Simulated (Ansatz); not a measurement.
# What a change does: single-point calculation on GeBH$_{4}$F

System: GeBH$_{4}$F, SMILES F[BH][GeH3].
Method of run 1: RKS SPW92/def2-TZVPP (Ansatz 0.2.0).

The geometry comes from this level: PBE0-D4/def2-TZVP. Text and figures count atoms from 1; the logs count them from 0 in places.

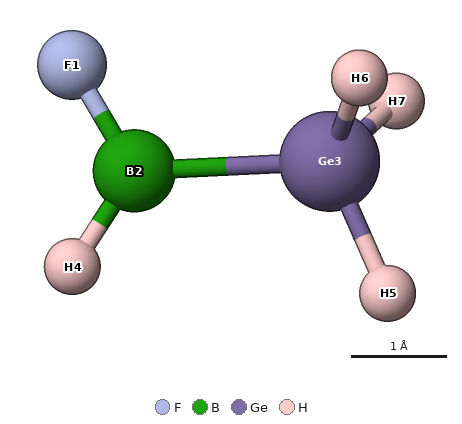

Fig. 1: The structure (ball-and-stick view, seen at a tilt; atoms are numbered from 1 in the order of the input). Sticks mark near contacts.

**The input, run 1**
```yaml
crystal:
  periodic: [false, false, false]
  atoms:
    - {symbol: F, position_ang: [-1.549667, -1.444953, 0.521749]}
    - {symbol: B, position_ang: [-0.299160, -1.192611, 0.184933]}
    - {symbol: Ge, position_ang: [0.266491, 0.782865, -0.150761]}
    - {symbol: H, position_ang: [0.433702, -2.140492, 0.098296]}
    - {symbol: H, position_ang: [1.736618, 0.890379, -0.586268]}
    - {symbol: H, position_ang: [0.083083, 1.616764, 1.130453]}
    - {symbol: H, position_ang: [-0.609866, 1.420047, -1.244102]}
basis:
  gaussian: {orbitals: def2-TZVPP}
hamiltonian: {xc: lda}
output: {orbitals: {seedname: orbitals}}
```

Hardware: 2 CPU threads, shared host.

**Output (run 1)**
```
Functional definition: SPW92
  exchange = slater_x
  correlation = pw_c
919 factors; their error is unknown
mean field evaluation 1: about -59864.4719 eV, gradient 3.8e1 eV
mean field evaluation 2: about -59863.2545 eV, gradient 5.4e1 eV
mean field evaluation 4: about -59866.6508 eV, gradient 3.1e0 eV
mean field evaluation 8: about -59866.6639 eV, gradient 4.5e-2 eV
mean field evaluation 16: about -59866.6480 eV, gradient 4.6e-5 eV
mean field -59866.64795775 eV, -2200.0587333760 hartree, gradient 4.6e-5 eV, S^2 0.000000; 0 other end points of the search recorded, 0 dependent functions left out
reference -59866.64799514 eV, -2200.0587347501 hartree; 25, 25 occupied and 141, 141 virtual orbitals, 919 factors
Total energy: -59866.64799514 eV, -2200.0587347501 hartree
```

The input of run 2 differs as follows (lines with − go, lines with + come):
```diff
-hamiltonian: {xc: lda}
+correlation: {method: ccsd_t}
```

How does run 2 compare with run 1?

The total energies belong to different methods, so their difference says nothing on which is more stable or more accurate. The HOMO goes from −6.94 to −11.18 eV. The LUMO goes from −2.96 to 1.68 eV.

**Output (run 2)**
```
Functional definition: HF
  exchange = exact_x
  correlation = 0
1022 factors; integrals over basis functions are off by at most 1.2e-3 eV
mean field evaluation 1: about -59914.9853 eV, gradient 2.6e1 eV
mean field evaluation 2: about -59915.0636 eV, gradient 2.6e1 eV
mean field evaluation 4: about -59916.7437 eV, gradient 2.8e0 eV
mean field evaluation 8: about -59916.7821 eV, gradient 1.3e-1 eV
mean field evaluation 16: about -59916.2948 eV, gradient 1.6e1 eV
mean field -59916.78218846 eV, -2201.9011323724 hartree, gradient 1.3e-6 eV, S^2 0.000000; 0 other end points of the search recorded, 0 dependent functions left out
11 core orbitals not correlated: weight in the atoms' cores, before any rotation towards them, 1.000 or more for the frozen orbitals, at most 0.000 for the correlated occupied ones
reference -59916.78218846 eV, -2201.9011323724 hartree; 14, 14 occupied and 141, 141 virtual orbitals, 1022 factors
second order -16.66794981 eV of doubles, -0.00000000 eV of singles
cycle   1  -16.77071988 eV  change   -1.0e-1 eV  update   1.0e-1
cycle   2  -17.27827652 eV  change   -5.1e-1 eV  update   3.0e-2
cycle   3  -17.37313636 eV  change   -9.5e-2 eV  update   1.7e-2
cycle   4  -17.35840738 eV  change    1.5e-2 eV  update   4.2e-3
cycle   5  -17.35709387 eV  change    1.3e-3 eV  update   1.9e-3
cycle   6  -17.35764574 eV  change   -5.5e-4 eV  update   5.1e-4
cycle   7  -17.35736521 eV  change    2.8e-4 eV  update   1.7e-4
cycle   8  -17.35735835 eV  change    6.9e-6 eV  update   5.7e-5
cycle   9  -17.35739312 eV  change   -3.5e-5 eV  update   2.0e-5
cycle  10  -17.35739492 eV  change   -1.8e-6 eV  update   6.1e-6
perturbative correction -0.54614096 eV, -0.0200703101 hartree
Total energy: -59934.68572435 eV, -2202.5590751807 hartree
```

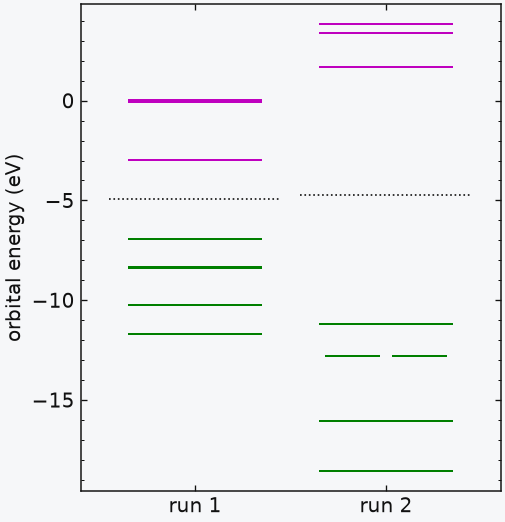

Fig. 2: The five highest filled and three lowest empty orbital energies of the two runs; the dotted lines part filled from empty levels. The HOMO–LUMO gap is 3.97 eV in run 1 and 12.87 eV in run 2.

**The two runs side by side**

| quantity | run 1 | run 2 |
| --- | --- | --- |
| outcome | converged | converged |
| total energy (hartree) | −2200.058735 | −2202.559075 |
| HOMO (eV) | −6.94 | −11.18 |
| LUMO (eV) | −2.96 | 1.68 |
| basis functions | 166 | 166 |
| wall time (shared host) | 30 s | 81 s |
